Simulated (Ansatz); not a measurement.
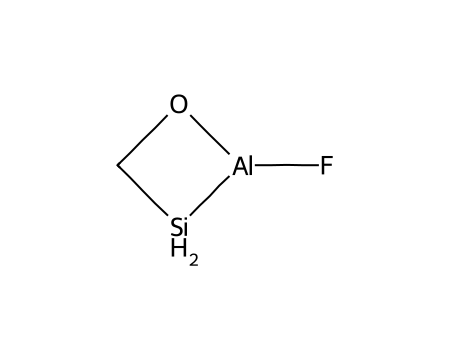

A structural formula.

Transcribe the drawing into SMILES.

[F][Al]1[O]C[SiH2]1

What is the molecular formula?

CH4AlFOSi.

An optimisation with PBE0-D4/def2-TZVP gave a structure of which point group?

Cs.

More results for the same structure follow; atom numbers are the same in all pictures, views and colours differ. The computed structure is the end point of a PBE0-D4/def2-TZVP optimisation.

### Shape

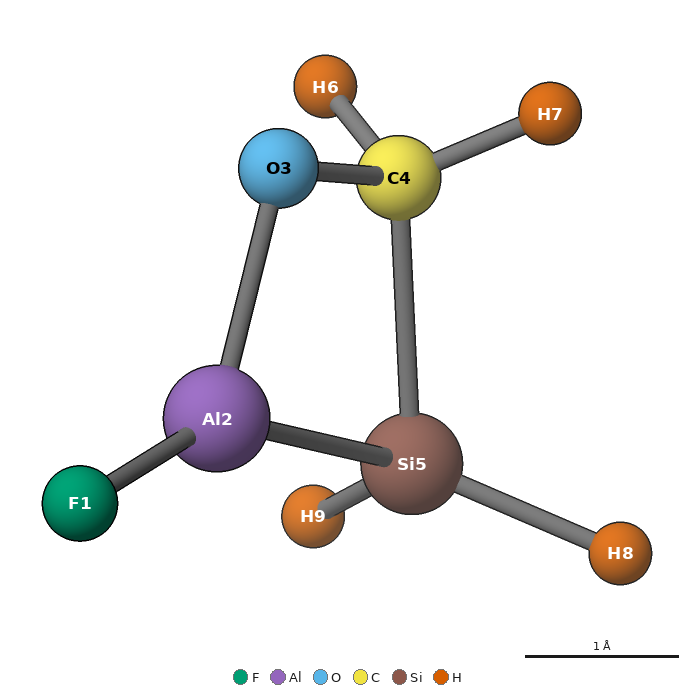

The atoms are numbered.

List the bonds and their lengths.

| bond | length (Å) |
| --- | --- |
| F1–Al2 | 1.642 |
| Al2–O3 | 1.718 |
| Al2–Si5 | 2.388 |
| O3–C4 | 1.441 |
| C4–Si5 | 1.934 |
| C4–H6 | 1.095 |
| C4–H7 | 1.095 |
| Si5–H8 | 1.488 |
| Si5–H9 | 1.488 |

### Electronic properties

Method: RKS PBE0-D4/def2-SVP (Ansatz 0.2.0).

What is the HOMO–LUMO gap?

6.65 eV.

Estimate the HOMO energy (Kohn–Sham orbital).

−7.71 eV.

What is the dispersion correction?

−15.8 kJ/mol.

### Thermal motion

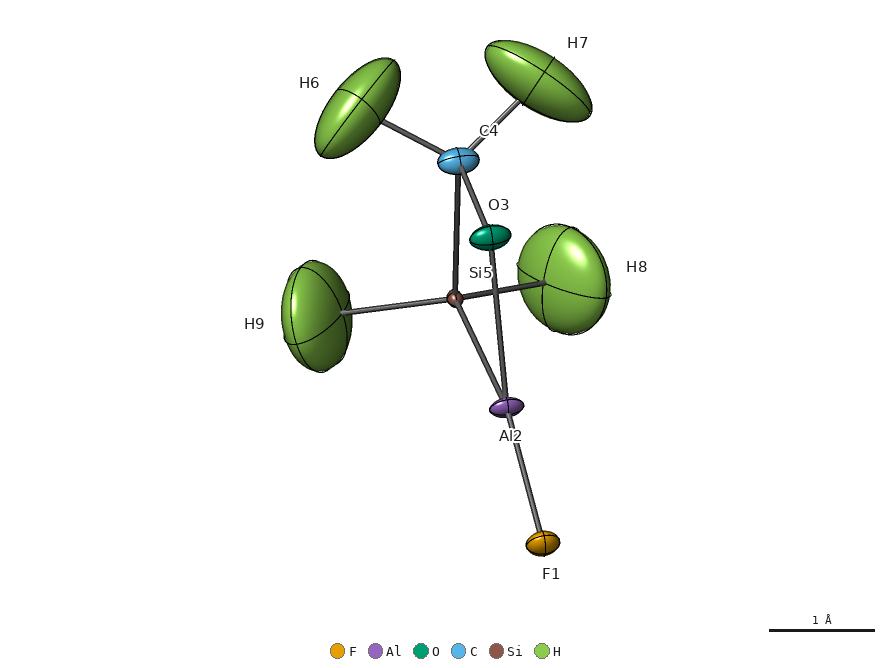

Displacement ellipsoids at the 50 % level, enlarged 2 times, from the internal vibrations of the free molecule (harmonic, no overall translation or rotation; no half-axis is drawn under 0.075 Å). Vibrations computed with RKS PBE0-D4/def2-TZVP (Ansatz 0.2.0). Temperature: 100 K.

Which atom has the largest mean-square displacement?

H8, H9, with U_eq = 0.0241 Å².

Does H6 move more along its bond or across it?

Across it: the root-mean-square amplitude is 0.091 Å along the bond and up to 0.190 Å across, since bending and torsion are softer than stretching.

List U_eq and the three principal root-mean-square amplitudes for each kind of atom.

| atom | U_eq (Å²) | rms amplitudes (Å) |
| --- | --- | --- |
| F1 | 0.0022 | 0.036, 0.051, 0.052 |
| Al2 | 0.0017 | 0.028, 0.038, 0.053 |
| O3 | 0.0025 | 0.037, 0.043, 0.065 |
| C4 | 0.0025 | 0.038, 0.043, 0.065 |
| Si5 | 0.00071 | 0.016, 0.026, 0.035 |
| H6, H7 | 0.0198 | 0.085, 0.127, 0.190 |
| H8, H9 | 0.0241 | 0.088, 0.169, 0.190 |

### Charges

The questions are on Mulliken charges. Level of theory: RKS PBE0-D4/def2-TZVP (Ansatz 0.2.0).

Which atom carries the highest charge (most positive or least negative)?

Al2 (0.61 e).

And the lowest?

O3 (−0.36 e).

Give the Mulliken charges atom by atom.

```json
{"atom": "F1", "value (e)": "−0.32"}
{"atom": "Al2", "value (e)": "0.61"}
{"atom": "O3", "value (e)": "−0.36"}
{"atom": "C4", "value (e)": "−0.11"}
{"atom": "Si5", "value (e)": "−0.06"}
{"atom": "H6", "value (e)": "0.12"}
{"atom": "H7", "value (e)": "0.12"}
{"atom": "H8", "value (e)": "0.00"}
{"atom": "H9", "value (e)": "0.00"}
```

Mulliken values depend strongly on the basis set and can even reverse the polarity of a bond.
